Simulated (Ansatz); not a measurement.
## Frequency calculation of GaNH4O

GaNH4O, computed with RKS B3LYP/def2-SVP (Ansatz 0.2.0).

It belongs to a series of runs on one base structure; here: vibrations at the highest image of the band. Figures and captions count atoms from 1; the log counts them from 0 in places.

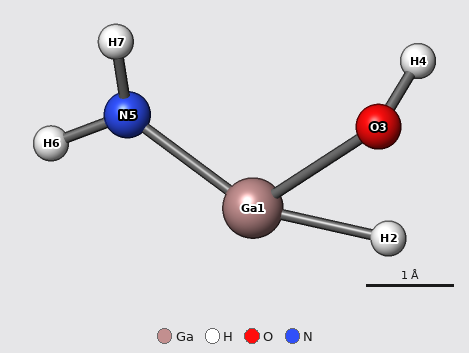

**Figure 1.** The input geometry (ball-and-stick view, seen at a tilt; atoms are numbered from 1 in the order of the input). Sticks mark near contacts.

Input
```yaml
crystal:
  periodic: [false, false, false]
  atoms:
    - { symbol: Ga, position_ang: [-0.344098, -0.21034, 0.626874] }
    - { symbol: H, position_ang: [1.034755, -0.421028, 1.454579] }
    - { symbol: O, position_ang: [1.561615, 0.170958, 0.185979] }
    - { symbol: H, position_ang: [2.06043, -0.442737, -0.38246] }
    - { symbol: "N", position_ang: [-1.417198, -0.15548, -0.852325] }
    - { symbol: H, position_ang: [-2.431113, -0.207246, -0.814658] }
    - { symbol: H, position_ang: [-1.102192, 0.313975, -1.699488] }
basis:
  gaussian: { orbitals: def2-SVP }
hamiltonian:
  xc: b3lyp
phonons: {}
```

Launched with:
```bash
ansatz run input.yaml --threads 2 --pin off --max-ram 3072MiB --backend cpu --events-out ev --progress --plain --runs-dir out
```

The program's output
```
Engine: ansatz 0.2.0, aarch64-unknown-linux-gnu
Functional definition: B3LYP
  parameter a0 = 0.2
  parameter ax = 0.72
  parameter ac = 0.81
  exchange = (1 - a0 - ax)*slater_x + ax*b88_x + a0*exact_x
  correlation = (1 - ac)*vwn_rpa_c + ac*lyp_c
857 factors; integrals over basis functions are off by at most 3.6e-4 eV
mean field evaluation 1: about -55957.9420 eV, gradient 8.2e1 eV
mean field evaluation 2: about -55892.3131 eV, gradient 1.8e2 eV
mean field evaluation 4: about -55969.4757 eV, gradient 2.5e1 eV
mean field evaluation 8: about -55970.8321 eV, gradient 1.7e-1 eV
mean field evaluation 16: about -55970.8321 eV, gradient 2.0e-5 eV
mean field -55970.83211700 eV, -2056.8901419073 hartree, gradient 2.0e-5 eV, S^2 0.000000; 0 other end points of the search recorded, 0 dependent functions left out
the calculation of the forces begins
reference -55970.83234243 eV, -2056.8901501915 hartree; 25, 25 occupied and 55, 55 virtual orbitals, 857 factors
these checks for a lower state are left out or cut short: stability, starts, cluster_reference, orbital_swaps, neighbouring_geometries, increment
857 factors; integrals over basis functions are off by at most 3.6e-4 eV
mean field -55970.83205292 eV, -2056.8901395524 hartree, gradient 2.2e-6 eV, S^2 0.000000; 0 other end points of the search recorded, 0 dependent functions left out
[... from here on the field's lines of each further geometry are left out, up to the last ...]
the calculation of the forces begins
reference -55970.83224231 eV, -2056.8901465121 hartree; 25, 25 occupied and 55, 55 virtual orbitals, 857 factors
these checks for a lower state are left out or cut short: stability, starts, cluster_reference, orbital_swaps, neighbouring_geometries, increment
857 factors; integrals over basis functions are off by at most 3.6e-4 eV
mean field -55970.83202203 eV, -2056.8901384171 hartree, gradient 2.0e-6 eV, S^2 0.000000; 0 other end points of the search recorded, 0 dependent functions left out
the calculation of the forces begins
reference -55970.83224747 eV, -2056.8901467017 hartree; 25, 25 occupied and 55, 55 virtual orbitals, 857 factors
WARN: phonons: modes at or below zero, which the zero-point energy, F, S and C_V leave out: 1, the lowest at -1292.30 cm⁻¹. A minimum has none, and a first-order saddle one
Total energy: -55970.83234243 eV, -2056.8901501915 hartree
Atom 0 at    -0.344098    -0.210340     0.626874 Å, force    -0.001769     0.002135    -0.003121 eV/Å
Atom 1 at     1.034755    -0.421028     1.454579 Å, force     0.003476    -0.000696     0.000537 eV/Å
Atom 2 at     1.561615     0.170958     0.185979 Å, force    -0.002160    -0.001583     0.003363 eV/Å
Atom 3 at     2.060430    -0.442737    -0.382460 Å, force    -0.000817     0.000264    -0.000042 eV/Å
Atom 4 at    -1.417198    -0.155480    -0.852325 Å, force     0.005022     0.001198    -0.001808 eV/Å
Atom 5 at    -2.431113    -0.207246    -0.814658 Å, force    -0.000430    -0.000597     0.001959 eV/Å
Atom 6 at    -1.102192     0.313975    -1.699488 Å, force    -0.003322    -0.000721    -0.000887 eV/Å
Dipole moment:    -0.230558    -0.140486    -0.289747 e Å
Vibrations: -1292.30 161.27 189.62 312.19 334.38 471.45 514.81 678.47 690.97 786.10 1501.49 1776.30 3536.19 3649.98 3729.21 cm⁻¹, zero-point energy 1.136467 eV
```

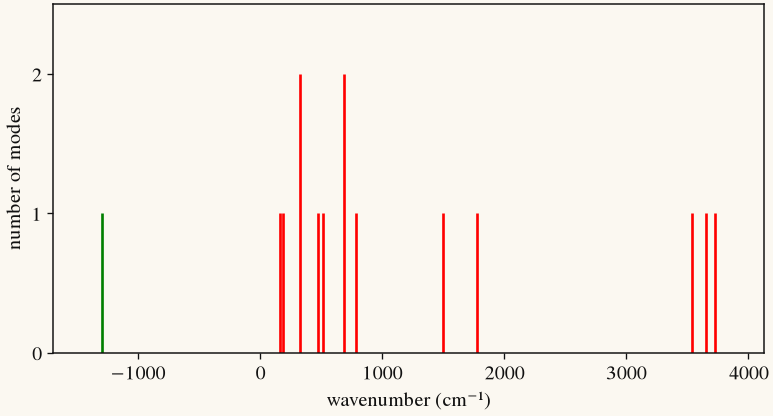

**Figure 2.** Harmonic vibrational wavenumbers from the force constants; neighbouring modes closer than 23 cm⁻¹ are counted in one stick, and imaginary ones are drawn at negative wavenumbers. 15 modes from 1292i to 3729 cm⁻¹, 1 imaginary beyond 8i (1292i cm⁻¹): a first-order saddle point, if the geometry is stationary.

Key numbers

```json
{"quantity": "outcome", "value": "converged"}
{"quantity": "total energy", "value": "−55970.8323 eV"}
{"quantity": "mean-field energy", "value": "−55970.8323 eV"}
{"quantity": "largest force (length of the vector)", "value": "0.005 eV/Å"}
{"quantity": "hardware", "value": "2 threads of Arm Neoverse V2, 24 GiB of memory available, shared host"}
{"quantity": "wall time", "value": "37 s (CPU time 70 s)"}
{"quantity": "peak memory", "value": "0.15 GiB"}
```
